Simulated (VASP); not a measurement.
Input:

```
CELL_PARAMETERS angstrom
     -1.92331     1.92331     1.92331
      1.92331    -1.92331     1.92331
      1.92331     1.92331    -1.92331
ATOMIC_POSITIONS crystal
  Tl 0.00000 0.00000 0.00000
```

Calculation: PBEsol GGA, VASP's PBE PAW potentials (set 64) (plane waves; VASP). Run with 400 eV cut-off, 15×15×15 Γ-centred mesh, tetrahedra with Blöchl corrections, potentials Tl_d.

Unless said otherwise, spin-orbit coupling is left out, though it shifts the bands of the heavy elements here.

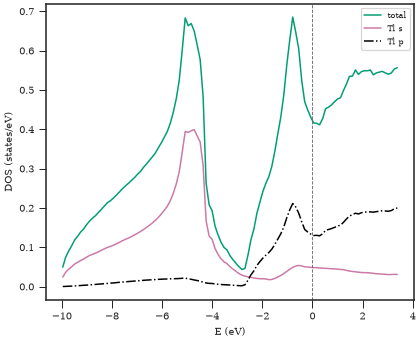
Figure: Total and projected density of states, zero at the Fermi level

Within 2 eV below the Fermi level the largest weight inside VASP's projection spheres is Tl p, then Tl s.

It has no gap at this level: it comes out as a metal or semimetal.

The structure was generated: Tl was put into the bcc type (Im-3m), which need not be its known phase. It was relaxed first.
